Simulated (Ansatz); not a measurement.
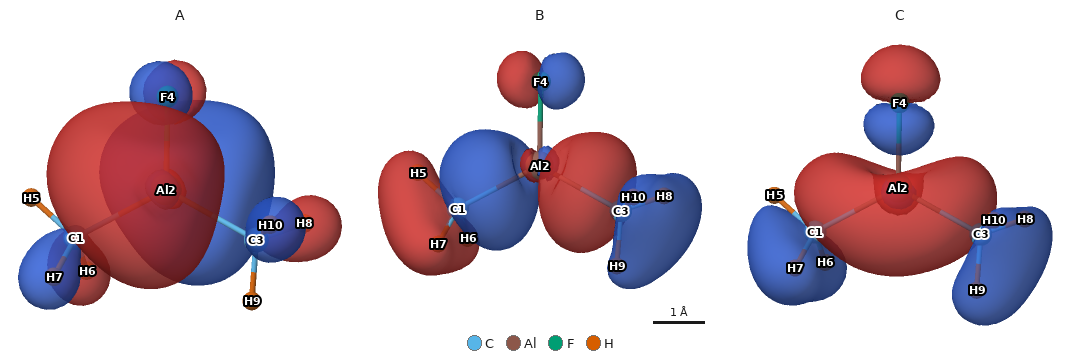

*C₂H₆AlF (SMILES [CH3][Al]([CH3])[F]). Three frontier orbitals at ±0.08 Å⁻³ᐟ² (blue and red are the two phases), in no order.*

Method: RKS B3LYP-D4/def2-SVP in Ansatz 0.2.0.

```
atom    x (Å)    y (Å)    z (Å)
   C  -0.5684   1.4165  -0.8625
  Al  -0.2907  -0.4478  -0.3667
   C   0.7976  -1.0944   1.1155
   F  -1.0588  -1.6172  -1.2907
   H  -1.1898   1.5304  -1.7651
   H  -1.0607   1.9683  -0.0418
   H   0.3947   1.9254  -1.0449
   H   0.1882  -1.6836   1.8231
   H   1.2775  -0.2794   1.6816
   H   1.5935  -1.7694   0.7546
```

> Which picture is the HOMO−1, the HOMO and the LUMO?

C is the HOMO−1 (−9.29 eV). Its weight (Hirshfeld) is mainly on Al2 (about 25 %), C1 (about 25 %), C3 (about 20 %) and F4 (about 15 %). B is the HOMO (−7.64 eV). It lies mainly on C3 (about 30 %), C1 (about 30 %) and Al2 (about 20 %). A is the LUMO (−0.44 eV). By Hirshfeld shares it lies mainly on Al2 (about 70 %), F4 (about 5 %), C1 (about 5 %) and C3 (about 5 %).

> What is the HOMO–LUMO gap?

7.20 eV between the orbital energies.
